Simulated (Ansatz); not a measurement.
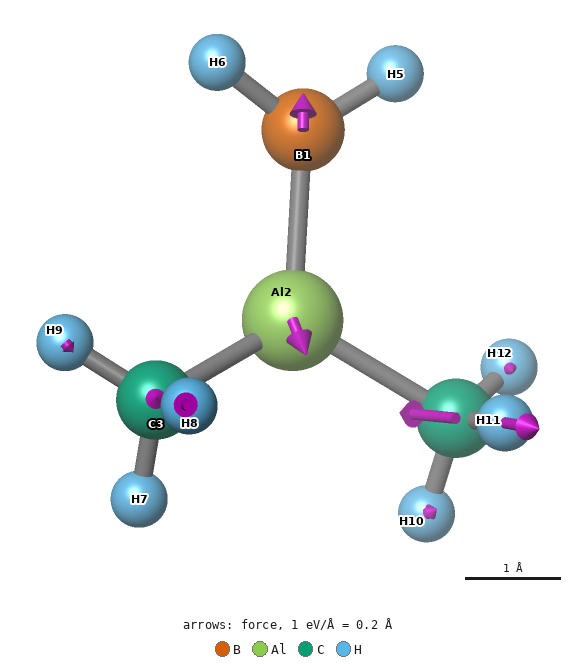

Starting geometry of C₂H₈AlB (coarse preliminary run) with the computed forces as purple arrows. The picture is a ball-and-stick view, seen at a tilt.

The start comes from a force field.

These are results of Ansatz, RKS PBE-D4/def2-SVP, not measurements. Set-up: force threshold 0.03 eV/Å; at most 200 steps.

Question: What follows when this structure is relaxed?

Answer: It isn't relaxed: the largest force vector, on a C atom, is 4.89 eV/Å. The final displacements have little in common with the starting forces (cosine between the two patterns 0.08). The largest move after the best rigid fit is that of an H atom, 1.41 Å. By element the largest moves are H 1.41 Å, Al 0.27 Å, B 0.15 Å, C 0.10 Å. Some distances before and after: Al–B 2.006 → 2.124 Å, C–H 1.026 → 1.113 Å, C–H 1.182 → 1.114 Å, Al–C 2.023 → 1.981 Å. Among the angles between lasting bonds that change: Al–C–H 105.9° → 113.3°, Al–C–H 105.5° → 112.4°, H–C–H 113.8° → 106.9°. The energy falls by 18.1 kcal/mol in 12 accepted moves (14 points after the start). Largest force component: 4.7 eV/Å at the start, 0.0085 eV/Å at the end. The line search rejected the trial steps at points 11, 13 of the run. The forces were under the threshold at step 10, but the run went on from there.
